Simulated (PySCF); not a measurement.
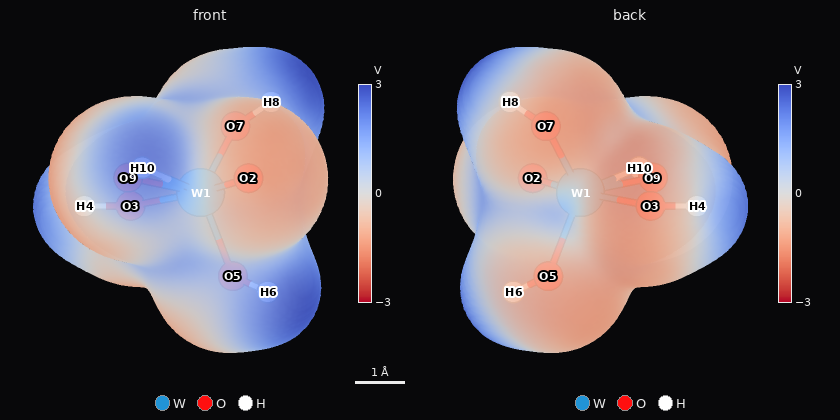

The picture shows: H$_{4}$O$_{5}$W (W(O)(OH)4). The electrostatic potential painted on the density surface at 0.002 e/bohr³, seen from the front and from behind; red is negative and blue positive.

Core potentials replace the inner electrons of W.

Level of theory: PySCF 2.14.0, RKS B3LYP, W def2-SVP with ECP60, O def2-SVP, H def2-SVP; non-relativistic Hamiltonian with scalar-relativistic core potentials where named; density fitting.

```json
{"atom": "W", "x (Å)": "0.0578", "y (Å)": "0.0641", "z (Å)": "-0.1933"}
{"atom": "O", "x (Å)": "-0.1347", "y (Å)": "-0.1908", "z (Å)": "1.5116"}
{"atom": "O", "x (Å)": "0.0262", "y (Å)": "-0.0647", "z (Å)": "-2.1103"}
{"atom": "H", "x (Å)": "-0.3256", "y (Å)": "-0.6549", "z (Å)": "-2.7864"}
{"atom": "O", "x (Å)": "1.9540", "y (Å)": "0.0134", "z (Å)": "-0.1853"}
{"atom": "H", "x (Å)": "2.4041", "y (Å)": "-0.0692", "z (Å)": "0.6686"}
{"atom": "O", "x (Å)": "-0.7087", "y (Å)": "1.7973", "z (Å)": "-0.2358"}
{"atom": "H", "x (Å)": "-0.9645", "y (Å)": "2.1976", "z (Å)": "0.6085"}
{"atom": "O", "x (Å)": "-1.0209", "y (Å)": "-1.5287", "z (Å)": "-0.4207"}
{"atom": "H", "x (Å)": "-1.2877", "y (Å)": "-1.9010", "z (Å)": "0.4341"}
```

**Describe the electrostatic potential map.**

The most negative region (about −1.4 V) lies over W1, O3, O5 and O7, the most positive (about +2.8 V) over H6 and H8.

**How polar is the molecule by this calculation?**

Its dipole moment is 1.38 D.
